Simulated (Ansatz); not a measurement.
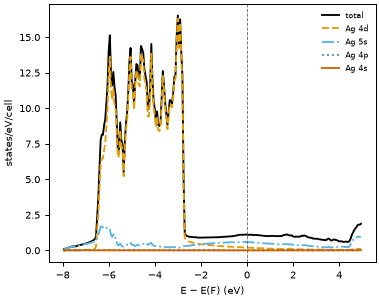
*Total and projected density of states of Ag (dhcp (α-La type), P6_3/mmc), DFT-PBEsol in the program Ansatz with PAW potentials*

Problem. Which orbitals carry the states next to the Fermi level?

Solution. Within 0.5 eV of the Fermi level: Ag 5s 53 %, Ag 4d 18 %, outside the projected shells 29 %. Projections are on Löwdin-orthogonalised atomic valence shells; empty p or d shells of many metals are not among them.

Problem. Where is the tallest occupied peak in this window, and what makes it?

Solution. Near -3.0 eV, about 17 states/eV per cell; the largest projected share is Ag 4d.

The first step of the workflow began from a Materials Project structure, measured or hypothetical; the Crystallography Open Database files this formula in space group No. 194, but the cells were not matched. It is not the phase usual at ambient conditions (space group No. 225). The cell was relaxed with PBEsol under the symmetry of its start; its stability against distortions is not shown here. No spin polarisation was allowed. Scalar-relativistic: spin–orbit coupling is off unless named, which matters more the heavier the elements.

Potentials: the later of the program's two PAW sets.
